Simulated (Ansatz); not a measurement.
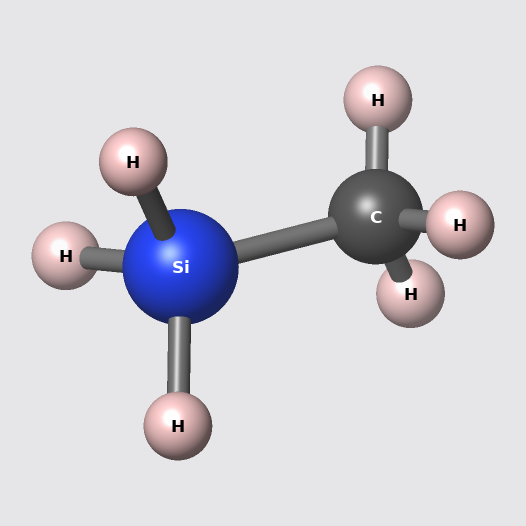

Every bond is drawn as one stick, whatever its order.

Identify the structure.

Formula CH6Si. This geometry has C3v symmetry. Coordination: 1 Si tetrahedral; 1 C tetrahedral.

More results for the same structure follow; atom numbers are the same in all pictures, views and colours differ. The geometry was computed by an optimisation with PBE0-D4/def2-TZVP.

### Shape

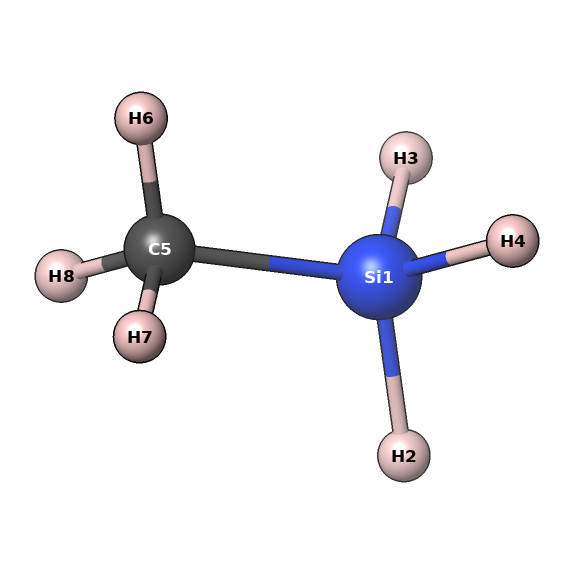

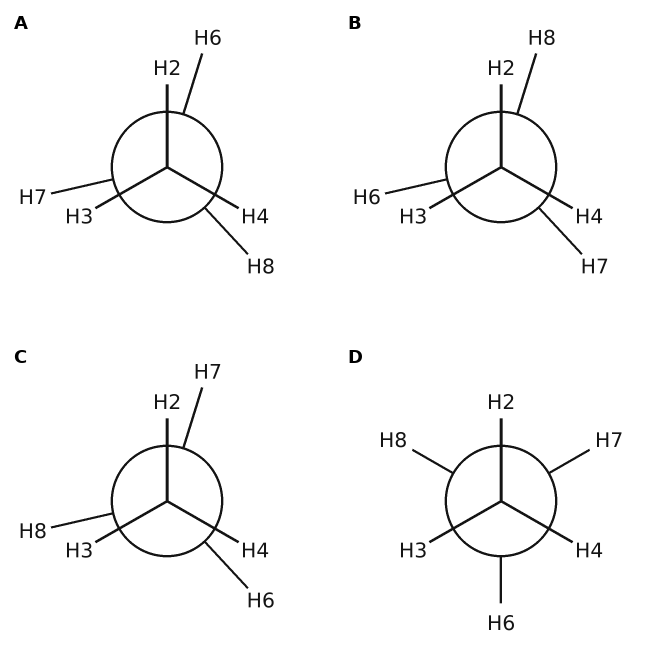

Distant atoms are faded towards the background colour. Bonds that would overlap in a projection are set slightly apart.

Which Newman projection shows the view along Si1–C5, with Si1 in front?

D. The torsion angle H2–Si1–C5–H6 is 180°, antiperiplanar (anti).

### Charges

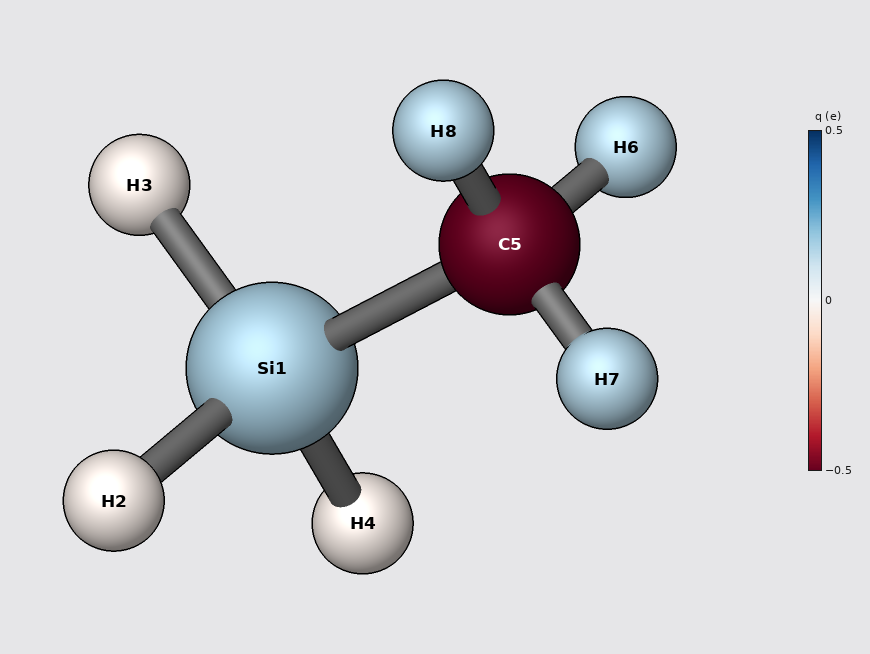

Atoms are coloured by their Mulliken charges. Level of theory: RKS PBE0-D4/def2-TZVP (Ansatz 0.2.0).

Which atom carries the highest charge (most positive or least negative)?

Si1 (0.16 e).

And the lowest?

C5 (−0.50 e).

Give the Mulliken charges atom by atom.

```csv
atom,value (e)
Si1,0.16
H2,−0.03
H3,−0.03
H4,−0.03
C5,−0.50
H6,0.14
H7,0.14
H8,0.14
```

### Vibrations

Harmonic vibrations computed with RKS PBE0-D4/def2-TZVP (Ansatz 0.2.0) at a stationary point of the same level.

List the wavenumbers.

18 modes: 198, 515, 515, 707, 880, 880, 936, 952, 952, 1279, 1452, 1452, 2219, 2220, 2220, 3055, 3141, 3141 cm⁻¹.

### Thermal motion

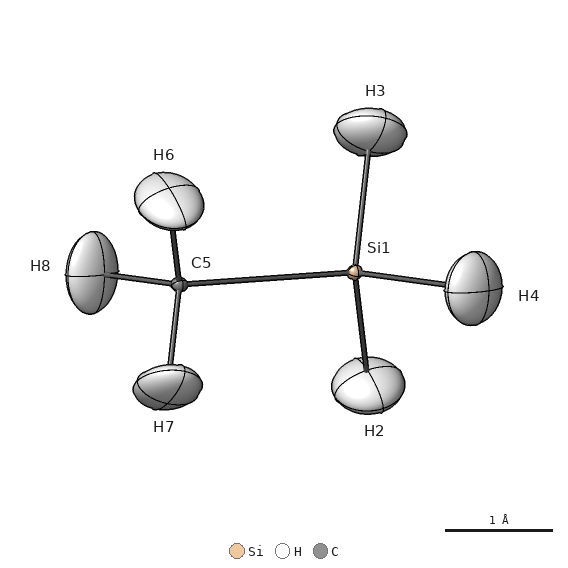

Displacement ellipsoids at the 50 % level, enlarged 1.5 times, from the internal vibrations of the free molecule (harmonic, no overall translation or rotation; no half-axis is drawn under 0.075 Å). Vibrations computed with RKS PBE0-D4/def2-TZVP (Ansatz 0.2.0). Temperature: 100 K.

Give the displacement parameters, one line for each set of equivalent atoms.

| atom | U_eq (Å²) | rms amplitudes (Å) |
| --- | --- | --- |
| Si1 | 0.00018 | 0.011, 0.011, 0.017 |
| H2, H3, H4 | 0.0173 | 0.086, 0.148, 0.150 |
| C5 | 0.00067 | 0.020, 0.020, 0.035 |
| H6, H7, H8 | 0.0172 | 0.073, 0.134, 0.168 |

Mulliken values depend strongly on the basis set and can even reverse the polarity of a bond.
